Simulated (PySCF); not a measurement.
The calculation's input:

```
{"job": {"kind": "uv", "xc": "PBE0", "basis": "def2-SVPD", "nstates": 8, "ntriplets": 3}, "charge": 0, "multiplicity": 1}
Si    -2.375606     1.544379    -0.249697
C     -1.349051    -0.044226    -0.060713
C     -0.475067    -0.333055    -1.283132
Si     0.655255    -1.840305    -1.026455
S      1.815545    -1.588458     0.773440
Si     2.804260     0.291574     0.492423
H     -3.206471     1.729455     0.939917
H     -1.466874     2.683973    -0.407517
H     -3.218198     1.435158    -1.443157
H     -0.714896     0.034688     0.825799
H     -2.007017    -0.897455     0.115950
H     -1.112693    -0.500640    -2.152479
H      0.131103     0.546939    -1.513870
H     -0.094670    -3.056830    -0.749050
H      1.584376    -1.992477    -2.144302
H      3.679100     0.383934     1.646616
H      1.811421     1.361159     0.466871
H      3.530726     0.248505    -0.771820
```

Command:

```sh
OMP_NUM_THREADS=1 python probes_run.py task.json out
```

Geometry: GFN2-xTB.

Method: PBE0/def2-SVPD, SCF density, gas phase (PySCF 2.14.0).

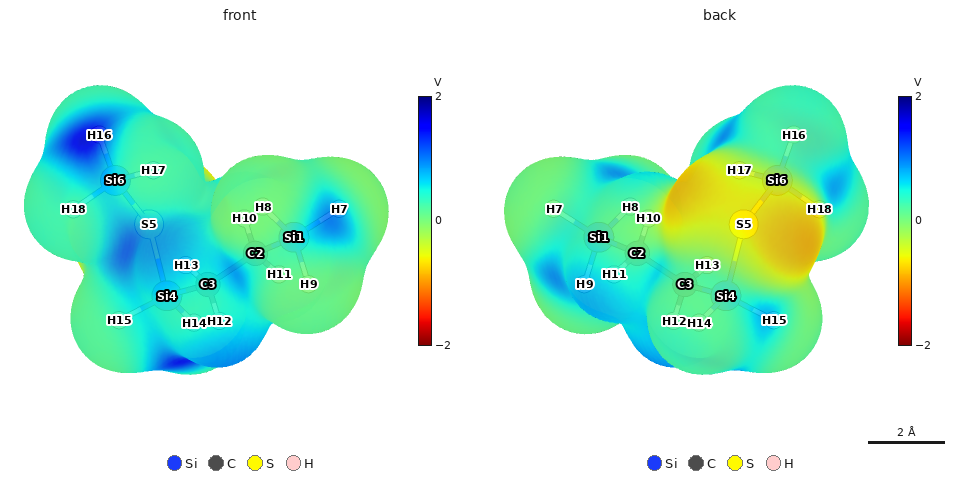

C2H12SSi3. The electrostatic potential painted on the density surface at 0.002 e/bohr³, seen from the front and from behind; the colour scale runs from red (negative) to blue (positive).

Where is the surface potential most negative and most positive?

Answer. The most negative region (about −0.9 V, or −21 kcal/mol for a unit charge) lies over S5, the most positive (about +1.5 V, or +35 kcal/mol for a unit charge) over Si4 and Si6.

What dipole moment does the calculation give?

Answer. Its dipole moment is 1.28 D.
